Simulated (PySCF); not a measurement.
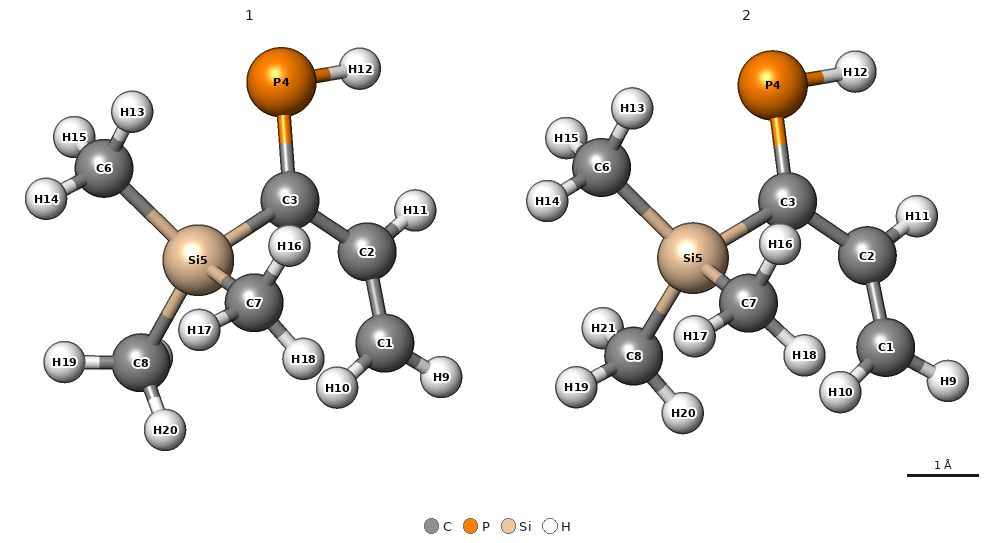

Two geometries of C6H13PSi, drawn at one scale. One is the start of a relaxation, the other its converged end. The picture is a ball-and-stick view, seen at a tilt.

Level of theory: PySCF 2.14.0, density-fitted response routines, PBE0-D3(BJ)/def2-SVP geometry optimisation, gas phase. 

Question: Which of the two is the end point?

Answer: Structure 2 is the relaxed one. The start comes from GFN2-xTB. Its atoms were then displaced at random by about 0.01 Å. The atom that moves furthest after the best rigid fit is H21 (0.79 Å). By element the largest moves are H 0.79 Å, C 0.16 Å, P 0.14 Å, Si 0.05 Å. Among the contacts that change: P4–H12 1.388 → 1.442 Å, C8–H21 1.058 → 1.101 Å, C1–H9 1.053 → 1.093 Å, Si5–C8 1.921 → 1.884 Å. Bond angles that change, for instance: C2–C3–P4 118.8° → 122.5°, P4–C3–Si5 118.8° → 115.6°, Si5–C6–H14 111.9° → 109.0°. Groups turn about Si5–C8 by about 40°. Over 17 geometry steps the energy falls by 6.38 kcal/mol. The run took 8.8 min on 1 thread of Arm Neoverse N1, on a shared host.
